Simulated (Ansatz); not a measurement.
# SnHClOF2 (SMILES [OH][Sn]([F])([F])[Cl]): HF/def2-SVP (core potential)

What is the energy change on altering one bond length of SnHClOF2 at HF/def2-SVP (core potential)? 

The calculation is run with Ansatz 0.2.0.

119 further runs of the same task are left out: 1 that didn't finish, 118 set aside as unsound or not needed. Runs told in other sessions of the task aren't counted.

### 1 The system as given

SnHClOF2 has 6 atoms, charge 0, and is taken as a singlet. As SMILES, `[OH][Sn]([F])([F])[Cl]`. The coordinates come from a PBE0-D4/def2-TZVP relaxation. This is one conformer, not always the lowest.

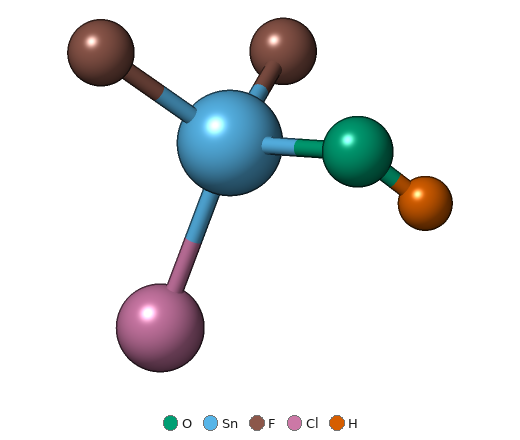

Viewed from a chosen angle; oxygen teal, tin blue, fluorine brown, chlorine pink, hydrogen orange.

### 2 The energy at HF/def2-SVP (core potential)

Contents of molecule.yaml:

```yaml
crystal:
  periodic: [false, false, false]
  atoms:
    - {symbol: O, position_ang: [-0.464000, 0.283900, 1.476300]}
    - {symbol: Sn, position_ang: [0.252400, -0.175700, -0.247500]}
    - {symbol: F, position_ang: [1.982500, -0.856500, 0.056700]}
    - {symbol: F, position_ang: [-0.743300, -1.587100, -1.019700]}
    - {symbol: Cl, position_ang: [0.329400, 1.540600, -1.744400]}
    - {symbol: H, position_ang: [-1.315000, 0.730600, 1.432500]}
basis:
  gaussian: {orbitals: def2-SVP}
hamiltonian: {xc: hf}
accuracy: high
output: {orbitals: {seedname: orbitals}}
```

On the command line:

```console
$ ansatz run molecule.yaml --threads 1 --pin off --max-ram 3480MiB --events-out events.jsonl --progress --plain --runs-dir runs
```

What it wrote:

```text
Warning: RAYON_NUM_THREADS=1 ignored (pool sized by the plan → 1); use --threads N
Functional definition: HF
  name "HF"
  exchange = exact_x
  correlation = 0
1947 factors; integrals over basis functions are off by at most 3.3e-9 eV
mean field evaluation 1: about -25761.9553 eV, gradient 4.9e1 eV
mean field evaluation 2: about -25762.0887 eV, gradient 4.9e1 eV
mean field evaluation 4: about -25766.4442 eV, gradient 2.1e0 eV
mean field evaluation 8: about -25766.4782 eV, gradient 2.6e-1 eV
mean field evaluation 16: about -25766.4784 eV, gradient 1.7e-8 eV
mean field -25766.47844616 eV, -946.9006177502 hartree, gradient 1.9e-8 eV, S^2 0.000000; 0 other end points of the search recorded, 0 dependent functions left out
reference -25766.47844616 eV, -946.9006177502 hartree; 33, 33 occupied and 58, 58 virtual orbitals, 1947 factors
Total energy: -25766.47844616 eV, -946.9006177502 hartree
```

Run time: 3.3 s. Hardware: 1 thread of Arm Neoverse V2, shared host; peak memory 0.28 GiB.

### 3 The distorted shape at the same level

Contents of input.yaml:

```yaml
crystal:
  periodic: [false, false, false]
  atoms:
    - {symbol: O, position_ang: [0.216798, -0.073459, 1.511340]}
    - {symbol: Sn, position_ang: [0.933198, -0.533059, -0.212460]}
    - {symbol: F, position_ang: [2.663298, -1.213859, 0.091740]}
    - {symbol: F, position_ang: [-0.062502, -1.944459, -0.984660]}
    - {symbol: Cl, position_ang: [1.010198, 1.183241, -1.709360]}
    - {symbol: H, position_ang: [-1.315000, 0.730600, 1.432500]}
basis:
  gaussian:
    orbitals: def2-SVP
hamiltonian:
  xc: hf
output: {orbitals: {seedname: orbitals}}
accuracy: high
```

On the command line:

```console
$ ansatz run input.yaml --threads 1 --pin off --max-ram 3480MiB --events-out events.jsonl --progress --plain --runs-dir runs
```

What it wrote:

```text
Warning: RAYON_NUM_THREADS=1 ignored (pool sized by the plan → 1); use --threads N
[... 4 set-up lines as earlier in the session ...]
1949 factors; integrals over basis functions are off by at most 3.1e-9 eV
mean field evaluation 1: about -25755.5048 eV, gradient 5.3e1 eV
mean field evaluation 2: about -25755.6446 eV, gradient 5.3e1 eV
mean field evaluation 4: about -25761.5087 eV, gradient 6.0e0 eV
mean field evaluation 8: about -25761.6580 eV, gradient 8.2e-1 eV
mean field evaluation 16: about -25761.6637 eV, gradient 2.8e-8 eV
mean field -25761.66372138 eV, -946.7236798778 hartree, gradient 8.4e-8 eV, S^2 0.000000; 0 other end points of the search recorded, 0 dependent functions left out
reference -25761.66372138 eV, -946.7236798778 hartree; 33, 33 occupied and 58, 58 virtual orbitals, 1949 factors
Total energy: -25761.66372138 eV, -946.7236798778 hartree
```

Wall time 3.6 s (1 thread of Arm Neoverse V2, shared host); peak memory 0.28 GiB.

### 4 Outcome

Level: HF/def2-SVP (core potential).

| quantity | value |
| --- | --- |
| first shape: total energy | -946.90062 Eh |
| first shape: HOMO energy | -13.69 eV |
| first shape: LUMO energy | 1.14 eV |
| first shape: HOMO–LUMO gap | 14.83 eV |
| distorted shape: total energy | -946.72368 Eh |
| distorted shape: HOMO energy | -13.43 eV |
| distorted shape: LUMO energy | -1.00 eV |
| distorted shape: HOMO–LUMO gap | 12.43 eV |
| energy change with the O1–H6 bond stretched from 0.962 to 1.732 Å | 4.815 eV |

What this shows: With the O1–H6 bond stretched from 0.962 to 1.732 Å the energy rises by 4.81 eV (465 kJ/mol). The first shape isn't relaxed at this level, so the change isn't measured from a minimum. A restricted reference can't describe the breaking bond well at this length.
